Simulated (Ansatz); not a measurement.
**Geometry relaxation, with input and output: AlH₂S₂Br (part 2 of 2)**

Continued. System: AlH₂S₂Br. Method: UKS LDA/def2-SVP (Ansatz 0.2.0). It belongs to a series of runs on one base structure; here: end point B relaxed.

Geometry of the input (Å):
```
S  -0.0077  1.7224  -1.1278
Al -0.0054  -0.3069  -0.2212
S  -0.0165  -0.5411  2.0200
Br 0.1106  -2.2114  -1.6210
H  -1.5055  0.0329  -0.2970
H  1.4224  -0.4978  2.0727
```

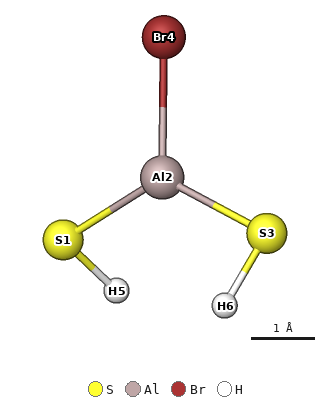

Fig. 1: The geometry at step 11 of the log (ball-and-stick view, seen at an oblique angle; atoms are numbered from 1 in the order of the input).

Trajectory as extended XYZ (Å, eV, eV/Å), 20 frames, from step=1 to step=20:
```
6
Properties=species:S:1:pos:R:3:forces:R:3 step=1 energy=-98129.33969
S    -0.0077    1.7224   -1.1278   -0.4171  -1.0937   0.5464
Al   -0.0054   -0.3069   -0.2212    1.7186  -0.9561  -0.2705
S    -0.0165   -0.5411    2.0200    1.6967  -0.0041  -0.4071
Br    0.1106   -2.2114   -1.6210    0.0689   0.8587   0.6814
H    -1.5055    0.0329   -0.2970   -1.6514   1.1867  -0.5687
H     1.4224   -0.4978    2.0727   -1.4157   0.0084   0.0186
6
Properties=species:S:1:pos:R:3:forces:R:3 step=2 energy=-98130.07385
S    -0.0859    1.6221   -1.0766   -1.4131  -1.3453   0.5698
Al    0.0047   -0.3707   -0.2118    1.5518  -0.7522   0.4400
S     0.0407   -0.5711    2.0075    0.5560  -0.1324  -0.2080
Br    0.1388   -2.1857   -1.5773   -0.0225   0.2168   0.2336
H    -1.5293    0.1965   -0.4002   -0.0997   1.9899  -0.9106
H     1.4288   -0.4930    2.0840   -0.5724   0.0232  -0.1248
6
Properties=species:S:1:pos:R:3:forces:R:3 step=3 energy=-98131.14315
S    -0.2164    1.5352   -1.0394   -2.0841  -1.7696   0.7634
Al    0.0558   -0.4210   -0.1810    1.2648  -0.7432   0.4964
S     0.0527   -0.5981    2.0190    0.2574  -0.1539  -0.1487
Br    0.1473   -2.1950   -1.5672    0.0116   0.0580   0.1562
H    -1.4665    0.3643   -0.4803    0.8088   2.6111  -1.1906
H     1.4249   -0.4873    2.0746   -0.2585  -0.0026  -0.0768
6
Properties=species:S:1:pos:R:3:forces:R:3 step=4 energy=-98132.17973
S    -0.3550    1.4297   -0.9943   -0.8518  -0.4875   0.1512
Al    0.1316   -0.4739   -0.1512    0.6622  -0.3548   0.2568
S     0.0624   -0.6078    2.0189   -0.0915  -0.2858   0.1759
Br    0.1487   -2.1947   -1.5617    0.1071  -0.2801  -0.0120
H    -1.4053    0.5321   -0.5565   -0.0256   1.3763  -0.5823
H     1.4154   -0.4873    2.0705    0.1996   0.0320   0.0105
6
Properties=species:S:1:pos:R:3:forces:R:3 step=5 energy=-98132.40221
S    -0.4063    1.4012   -1.0001    0.8783   0.5252  -0.3646
Al    0.1744   -0.4944   -0.1380    0.0282  -0.1161   0.0438
S     0.0799   -0.6775    2.0335    0.4241  -0.1783   0.0776
Br    0.1861   -2.2423   -1.5331    0.1505  -0.1283   0.0632
H    -1.4811    0.6990   -0.6224   -1.2234  -0.0964   0.1575
H     1.4448   -0.4880    2.0859   -0.2578  -0.0061   0.0226
6
Properties=species:S:1:pos:R:3:forces:R:3 step=6 energy=-98132.52931
S    -0.3788    1.3901   -1.0207   -0.5104  -0.2368   0.0970
Al    0.1761   -0.5147   -0.1308   -0.2125  -0.0682   0.0180
S     0.1212   -0.7456    2.0439    0.0306  -0.1787  -0.0198
Br    0.2382   -2.2839   -1.5052    0.1354  -0.0499   0.0732
H    -1.6163    0.8347   -0.6586    0.4522   0.4643  -0.1930
H     1.4576   -0.4825    2.0971    0.1048   0.0693   0.0248
6
Properties=species:S:1:pos:R:3:forces:R:3 step=7 energy=-98132.63291
S    -0.3711    1.3540   -1.0415   -0.2635  -0.1281   0.0527
Al    0.1007   -0.5753   -0.1370    0.0373  -0.0622   0.0415
S     0.1819   -0.8938    2.0304    0.0390  -0.1271  -0.0092
Br    0.3026   -2.3496   -1.4925    0.0267   0.0019   0.0333
H    -1.6585    1.0301   -0.6512    0.2522   0.2116  -0.0413
H     1.4422   -0.3672    2.1175   -0.0916   0.1039  -0.0770
6
Properties=species:S:1:pos:R:3:forces:R:3 step=8 energy=-98132.67775
S    -0.3476    1.3036   -1.0523   -0.4061  -0.1076   0.1429
Al    0.0762   -0.6396   -0.1424    0.0130  -0.1149   0.0976
S     0.2201   -1.0433    2.0115    0.9014   0.6312  -0.1247
Br    0.3383   -2.4066   -1.4955   -0.0074   0.0066  -0.0193
H    -1.6458    1.1800   -0.5743    0.4691   0.1076  -0.0571
H     1.3568   -0.1960    2.0786   -0.9700  -0.5229  -0.0395
6
Properties=species:S:1:pos:R:3:forces:R:3 step=9 energy=-98132.75242
S    -0.3511    1.2221   -1.0804   -0.8089   0.0965   0.2986
Al    0.0911   -0.7139   -0.1711   -0.0834  -0.0169   0.1223
S     0.2767   -1.0919    1.9754    0.4676   0.4001  -0.0746
Br    0.3667   -2.4658   -1.5303    0.0109  -0.0481  -0.0487
H    -1.6074    1.3198   -0.4454    0.9477  -0.1034  -0.2685
H     1.2219   -0.0722    2.0776   -0.5339  -0.3283  -0.0291
6
Properties=species:S:1:pos:R:3:forces:R:3 step=10 energy=-98132.83476
S    -0.3686    1.1908   -1.1184   -0.2539  -0.0402   0.1588
Al    0.0774   -0.7346   -0.1825    0.0590  -0.0500  -0.1352
S     0.3540   -1.1232    1.9433    0.0980   0.0524  -0.0163
Br    0.3490   -2.4860   -1.5605   -0.0302   0.0447   0.0672
H    -1.5182    1.3388   -0.3703    0.3275  -0.0067  -0.0379
H     1.1043    0.0123    2.1141   -0.2005  -0.0001  -0.0367
6
Properties=species:S:1:pos:R:3:forces:R:3 step=11 energy=-98132.88554
S    -0.4169    1.1507   -1.1629   -0.0060   0.0638  -0.0536
Al    0.1428   -0.7384   -0.2306   -0.1100  -0.0890   0.1816
S     0.4818   -1.1741    1.8826    0.0813   0.1502  -0.1266
Br    0.3037   -2.5304   -1.5558    0.0384  -0.0295  -0.0438
H    -1.4483    1.4088   -0.3018    0.1434  -0.0575   0.1067
H     0.9348    0.0815    2.1943   -0.1472  -0.0380  -0.0642
6
Properties=species:S:1:pos:R:3:forces:R:3 step=12 energy=-98132.90802
S    -0.4396    1.1357   -1.1803    0.0711  -0.0946  -0.0976
Al    0.0958   -0.7606   -0.2392    0.0530   0.0324   0.0264
S     0.5190   -1.1686    1.8569    0.0102  -0.0062  -0.0099
Br    0.3297   -2.5492   -1.5624   -0.0150   0.0052  -0.0114
H    -1.3902    1.4390   -0.2547    0.0015   0.0186   0.1932
H     0.8832    0.1018    2.2054   -0.1208   0.0444  -0.1006
6
Properties=species:S:1:pos:R:3:forces:R:3 step=13 energy=-98132.94093
S    -0.4800    1.0890   -1.2019   -0.2828   0.0425   0.4277
Al    0.1164   -0.7828   -0.2541    0.0127  -0.0543  -0.0436
S     0.5834   -1.1757    1.8315    0.0223   0.6926   0.0825
Br    0.3279   -2.5725   -1.5772    0.0146  -0.0148  -0.0366
H    -1.2616    1.4651   -0.1205    0.3292  -0.0939  -0.2983
H     0.7118    0.1750    2.1480   -0.0961  -0.5721  -0.1317
6
Properties=species:S:1:pos:R:3:forces:R:3 step=14 energy=-98132.97552
S    -0.5419    1.0455   -1.1840   -0.2938   0.1155   0.5538
Al    0.1079   -0.8297   -0.2859    0.0124   0.0249  -0.0164
S     0.5719   -1.1213    1.8162   -0.0043   0.2439   0.0356
Br    0.3663   -2.6106   -1.6154    0.0009   0.0445   0.0180
H    -1.1173    1.4860    0.0076    0.3244  -0.1876  -0.5155
H     0.6109    0.2283    2.0871   -0.0395  -0.2412  -0.0754
6
Properties=species:S:1:pos:R:3:forces:R:3 step=15 energy=-98132.99336
S    -0.5992    1.0213   -1.1732   -0.1033   0.0197   0.3634
Al    0.1070   -0.8365   -0.2898    0.0108  -0.0396  -0.0462
S     0.5811   -1.1024    1.8126   -0.0289   0.1845  -0.0329
Br    0.3805   -2.6095   -1.6211    0.0075   0.0028  -0.0155
H    -0.9965    1.4735    0.0692    0.1097  -0.0369  -0.3011
H     0.5250    0.2516    2.0279    0.0041  -0.1306   0.0323
6
Properties=species:S:1:pos:R:3:forces:R:3 step=16 energy=-98133.00488
S    -0.7637    0.9392   -1.1622    0.0355   0.0407  -0.0050
Al    0.1157   -0.8435   -0.2970   -0.0926  -0.0531  -0.0193
S     0.5954   -1.0993    1.8006    0.0805  -0.0262   0.0353
Br    0.4191   -2.6030   -1.6392    0.0152   0.0113  -0.0049
H    -0.8253    1.5744    0.0467   -0.0083   0.0009  -0.0195
H     0.4568    0.2302    2.0767   -0.0304   0.0264   0.0134
6
Properties=species:S:1:pos:R:3:forces:R:3 step=17 energy=-98133.00711
S    -0.7100    0.9590   -1.1746   -0.0381  -0.0326   0.0189
Al    0.1038   -0.8494   -0.2907    0.0332   0.0068   0.0094
S     0.7293   -1.0716    1.7773   -0.0513   0.0000  -0.0234
Br    0.3746   -2.6148   -1.6316    0.0100   0.0020  -0.0037
H    -0.8422    1.5786    0.0359    0.0248   0.0214  -0.0043
H     0.3424    0.1962    2.1094    0.0214   0.0024   0.0031
6
Properties=species:S:1:pos:R:3:forces:R:3 step=18 energy=-98133.01116
S    -0.7724    0.9323   -1.1634   -0.0043  -0.0042   0.0011
Al    0.0992   -0.8526   -0.2896   -0.0020   0.0005   0.0007
S     0.7025   -1.0807    1.7822   -0.0011  -0.0011  -0.0015
Br    0.4014   -2.6063   -1.6391    0.0024   0.0017   0.0002
H    -0.7842    1.6073    0.0244    0.0052   0.0031  -0.0010
H     0.3513    0.1980    2.1113   -0.0002   0.0000   0.0005
6
Properties=species:S:1:pos:R:3:forces:R:3 step=19 energy=-98133.01063 accepted=F
S    -0.8029    0.9186   -1.1600    0.0079   0.0679   0.1246
Al    0.0951   -0.8543   -0.2878    0.0057   0.0059   0.0044
S     0.7246   -1.0773    1.7776   -0.0392   0.1057   0.0173
Br    0.4059   -2.6039   -1.6407   -0.0014  -0.0025   0.0004
H    -0.7465    1.6284    0.0129   -0.0063  -0.0746  -0.1184
H     0.3218    0.1866    2.1238    0.0333  -0.1025  -0.0283
6
Properties=species:S:1:pos:R:3:forces:R:3 step=20 energy=-98133.01129
S    -0.7879    0.9259   -1.1605    0.0015   0.0097   0.0179
Al    0.0971   -0.8535   -0.2891   -0.0034   0.0020  -0.0007
S     0.7047   -1.0803    1.7815    0.0031   0.0026   0.0018
Br    0.4061   -2.6047   -1.6404   -0.0001   0.0011   0.0012
H    -0.7671    1.6155    0.0198    0.0006  -0.0111  -0.0187
H     0.3450    0.1951    2.1144   -0.0017  -0.0043  -0.0015
```

Key numbers:

```json
{"quantity": "outcome", "value": "converged"}
{"quantity": "total energy", "value": "−98133.0113 eV"}
{"quantity": "mean-field energy", "value": "−98133.0113 eV"}
{"quantity": "largest force (length of the vector) at the end", "value": "0.022 eV/Å"}
{"quantity": "hardware", "value": "2 threads of Arm Neoverse V1, 24 GiB of memory available, shared host"}
{"quantity": "wall time", "value": "39 s (CPU time 76 s)"}
{"quantity": "peak memory", "value": "0.22 GiB"}
```
